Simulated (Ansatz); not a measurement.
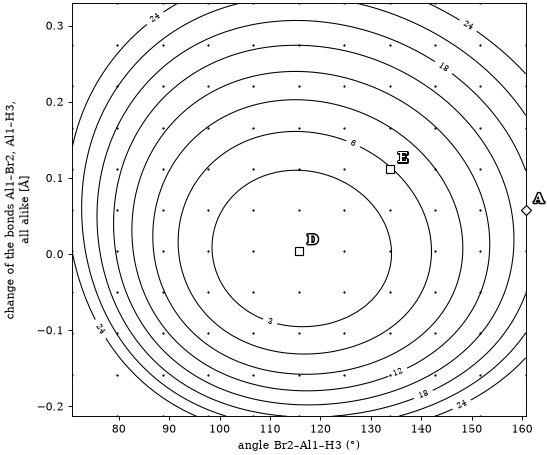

AlBrH, SMILES [AlH][Br], spin multiplicity 2. Coordinates scanned: (1) angle Br2–Al1–H3; (2) change of the bonds Al1–Br2, Al1–H3, all alike. Nothing is relaxed (all other coordinates rigid). Grid: 11 × 11 points. Points are written as (first, second). Energies: kcal/mol, counted from the lowest grid point. The calculation used UKS wB97X-V/def2-TZVP in Ansatz.

In the figure: contour lines labelled in kcal/mol (none above 24), dots at the grid points, lettered points. Between grid points the surface is interpolated.

What kind of point is each of D, E: minimum, saddle, maximum or slope?

D: minimum; E: on a slope. (In these two coordinates alone; a stationary point may lie a little off the grid point.)

Rank the lettered points by energy, lowest first.

D (0.0 kcal/mol), E (5.8 kcal/mol), A (16.8 kcal/mol).
